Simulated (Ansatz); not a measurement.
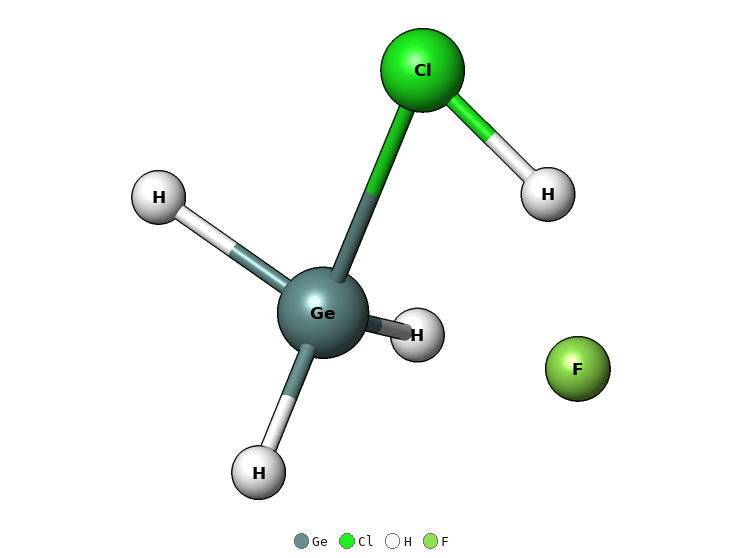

Sticks follow a distance rule. Harmonic vibrations computed with RKS PBE0-D4/def2-SVP (Ansatz 0.2.0) at a stationary point of the same level.

Question: How many imaginary frequencies does it have?

Answer: A first-order saddle point: one imaginary frequency, 628i cm⁻¹.

Question: How many vibrational modes are there, and where do they lie?

Answer: 15 modes: 628i, 137, 244, 341, 449, 584, 663, 692, 816, 930, 933, 2088, 2183, 2190, 2218 cm⁻¹.
